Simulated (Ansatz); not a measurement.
## C2H4Sn: single-point calculation

The run: single-point calculation of C2H4Sn (Sn(CCH)H3). Method and program: RKS r2SCANh-D4/def2-TZVP (Ansatz 0.2.0).

The geometry comes from this level: PBE0-D4/def2-TZVP.

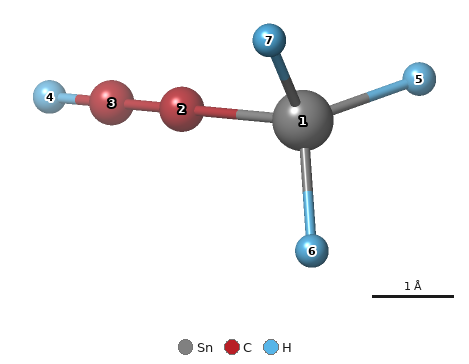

Fig. 1: The input geometry (ball-and-stick view, seen at a tilt; atoms are numbered from 1 in the order of the input). Sticks mark near contacts. Bond lengths as drawn: C–C 1.21 Å, C–H 1.07 Å, C–Sn 2.08 Å and H–Sn 1.70 Å.

**Summary**

| quantity | value |
| --- | --- |
| outcome | converged |
| total energy | −7969.1385 eV |
| mean-field energy | −7969.1085 eV |
| dispersion energy | −0.0300 eV |
| SCF solution under orbital rotations | stable |
| HOMO | −7.58 eV |
| LUMO | −0.16 eV |
| hardware | 4 threads of Arm Neoverse V2, 23 GiB of memory available, shared host |
| wall time | 1.6 s (CPU time 5.2 s) |
| peak memory | 0.26 GiB |

**Input**
```yaml
crystal:
  periodic: [false, false, false]
  atoms:
    - {symbol: Sn, position_ang: [-0.004903, -0.007310, -1.163292]}
    - {symbol: C, position_ang: [0.003738, 0.005702, 0.918039]}
    - {symbol: C, position_ang: [0.008916, 0.013348, 2.124481]}
    - {symbol: H, position_ang: [0.013470, 0.020038, 3.190543]}
    - {symbol: H, position_ang: [1.610340, -0.006662, -1.696626]}
    - {symbol: H, position_ang: [-0.819222, 1.388152, -1.695291]}
    - {symbol: H, position_ang: [-0.812339, -1.413268, -1.677855]}
basis:
  gaussian: {orbitals: def2-TZVP, initial_orbitals: start.molden}
hamiltonian: {xc: {name: r2SCANh}, dispersion: d4}
scf: {omitted_lower_state_checks: [starts]}
output: {orbitals: {seedname: orbitals}}
```

Run as:
```bash
ansatz run in.yaml --threads 4 --pin off --events-out ev --progress --plain --max-ram 3916MiB
```

**What the program printed**
```
Functional definition: r2SCANh
  name "r2SCANh"
  cite "Bursch, Neugebauer, Ehlert & Grimme, J. Chem. Phys. 156, 134105 (2022) doi:10.1063/5.0086040"
  cite "Furness, Kaplan, Ning, Perdew & Sun, J. Phys. Chem. Lett. 11, 8208 (2020) doi:10.1021/acs.jpclett.0c02405"
  cite "Furness, Kaplan, Ning, Perdew & Sun, J. Phys. Chem. Lett. 11, 9248 (2020) doi:10.1021/acs.jpclett.0c03077"
  parent r2scan
  parameter a = 0.1
  parameter k0 = 0.174
  parameter k1 = 0.065
  parameter a1 = 4.9479
  exchange = (1 - a)*r2scan_x(k0 = k0, k1 = k1, a1 = a1) + a*exact_x
  correlation = r2scan_c
these checks for a lower state are left out or cut short: starts
939 factors; their error is unknown
mean field evaluation 1: about -7969.0660 eV, gradient 3.7e0 eV
mean field evaluation 2: about -7969.0818 eV, gradient 1.6e-2 eV
mean field evaluation 4: about -7969.1084 eV, gradient 1.2e-4 eV
mean field -7969.10843845 eV, -292.8593334574 hartree, gradient 2.4e-5 eV, S^2 0.000000; 0 other end points of the search recorded, 0 dependent functions left out
reference -7969.10845196 eV, -292.8593339538 hartree; 19, 19 occupied and 117, 117 virtual orbitals, 939 factors
Total energy: -7969.13845448 eV, -292.8604365261 hartree
Checks for a lower state left out: starts
```

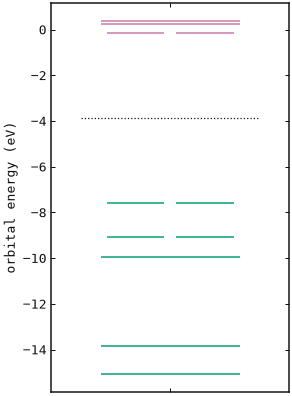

Fig. 2: Orbital energies near the frontier; the dotted line parts filled from empty levels, and levels within 0.02 eV of each other stand side by side. Highest filled −7.58 eV, lowest empty −0.16 eV, 7.42 eV apart.
